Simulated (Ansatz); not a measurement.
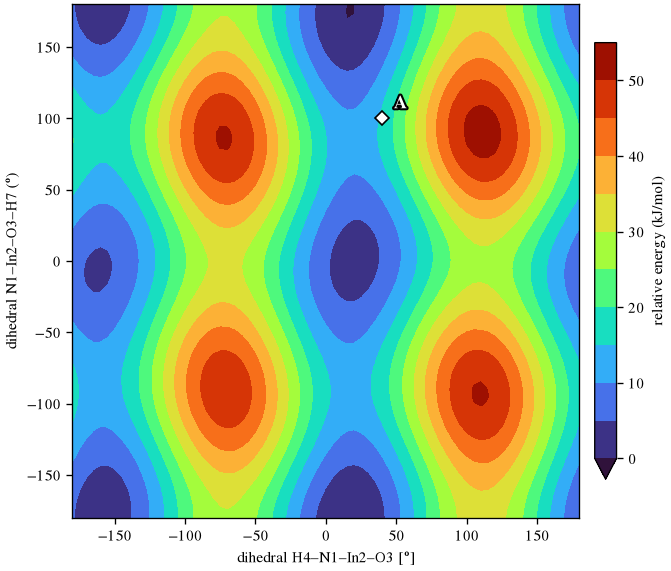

H₄InNO, SMILES [NH2][InH][OH]. The first coordinate is: dihedral H4–N1–In2–O3; the second: dihedral N1–In2–O3–H7. Nothing is relaxed (all other coordinates rigid). The grid has 18 × 18 points. Points are written as (first, second). Energies: kJ/mol, counted from the lowest grid point. All numbers below come from Ansatz, RKS PBE0-D4/def2-SVP.

In the figure: filled contours, the point A. Between grid points the surface is interpolated.

Question: Is A at rest? If not, where is it pushed?

Answer: A, at (40°, 100°), is not a stationary point. The computed force is 0.44 kJ/mol for each degree towards smaller values of dihedral H4–N1–In2–O3 and 0.077 kJ/mol for each degree towards larger values of dihedral N1–In2–O3–H7.
